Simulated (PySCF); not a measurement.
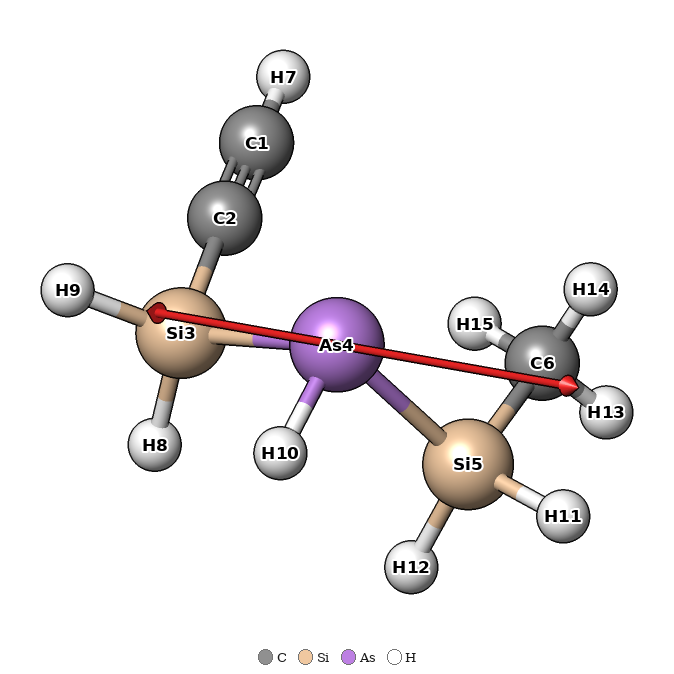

The double arrow shows the direction of the transition dipole to excited singlet state 2 (its length means nothing). Computed geometry: GFN2-xTB optimisation. No frequency run is at hand to confirm it as a minimum. Level of theory: TDDFT PBE0/def2-SVPD, vertical, gas phase, core orbitals frozen in the response (PySCF 2.14.0).

How is the transition polarised?

Answer. Nearly parallel to the Si3–As4 bond.

Give its energy, strength and character.

Answer. 5.86 eV (212 nm), oscillator strength 0.045, mainly HOMO → LUMO (weight 0.61); transition dipole 1.43 D.

The geometry is semi-empirical. Around As, Si such bond lengths and angles can be off by a tenth of an ångström or more and by several degrees, and values that hang on the shape move with them.
